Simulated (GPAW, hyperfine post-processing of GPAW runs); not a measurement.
# Reading the 25Mg spectrum of Ba2MgMn2O6

Calculated values: DFT, revPBE+U, plane-wave PAW, GPAW setups, collinear spin, scalar-relativistic (GPAW), contact and point-dipole shifts scaled to 340 K with Θ = 0 K (a pure Curie law); spin-only moments, above the ordering temperature.

```
Ba Mn Mg O
1.0
     5.72285    0.00000    0.00000
     1.74420    5.53076    0.00000
     0.47881    2.71876    5.41963
Ba Mn Mg O
2 2 1 6
Direct
  0.35378 0.77103 0.61748
  0.69986 0.30024 0.37875
  0.01060 0.86184 0.08692
  0.49178 0.03658 0.97638
  0.97744 0.40496 0.85178
  0.26647 0.27158 0.68475
  0.69284 0.28641 0.84187
  0.09727 0.10229 0.19065
  0.91178 0.75496 0.85421
  0.71371 0.83366 0.27711
  0.35947 0.73060 0.06303
```

25Mg MAS at 9.4 T (24.5 MHz), 30 kHz, 340 K; contact and dipolar shift alone, no orbital or quadrupolar part; lines under 1.5 % of the strongest are left out. NMR lines, with heights relative to the strongest:

| position (ppm) | intensity |
| --- | --- |
| 1270.6 | 10 |
| 2494.2 | 100 |
| 3717.7 | 9.0 |
| 4941.3 | 1.8 |

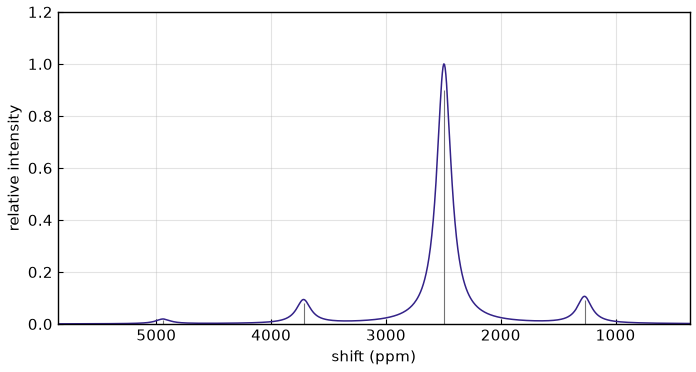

The NMR spectrum, broadened with Lorentzians of width 153 ppm; bars mark the lines.

Q: Find the isotropic shifts among the lines and assign them to the Mg sites.

Sidebands are spaced by 1224 ppm (the spinning rate over the resonance of 24.5 MHz). An isotropic line need not be the tallest: it is the area-weighted centre of its own family of sidebands, and the one that stays put when the rate is changed. Isotropic shifts: 2494 ppm for atom 5 (4 Mn through links of 77 to 153° (5)), reduced anisotropy 1314 ppm.

[Logs are printed without paths, hosts, clocks, repeated set-up lines and the standing remarks that a program may print on its own settings, such as how far it seeks lower states.]

[Hosts, paths, dates, database ids (printed as entryN), source tags and the programs' standing remarks are cut or masked in the printed files.]
